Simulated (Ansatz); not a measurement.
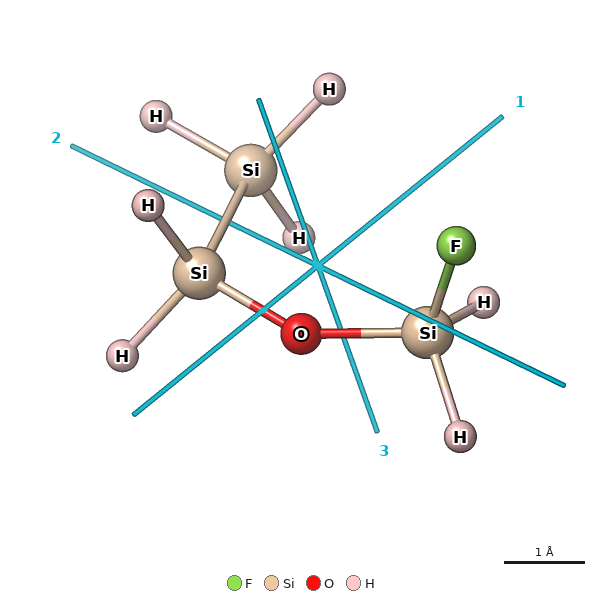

The three principal axes of inertia are drawn and numbered. Atoms fade into the background with distance from the viewer. The geometry was computed by an optimisation with PBE0-D4/def2-TZVP. No frequency run is at hand to confirm it as a minimum. Masses are those of the most abundant isotopes; constants are for the rigid equilibrium geometry.

> Which line is the a axis (least moment of inertia), which b and which c?

a is line 2, b is line 1, c is line 3; the moments are 124, 439, 495 u Å².

> Classify the rotor and give the rotational constants (GHz).

An asymmetric top (C1): A = 4.08, B = 1.15, C = 1.02 GHz. Ray's parameter κ is −0.92, close to the prolate limit.
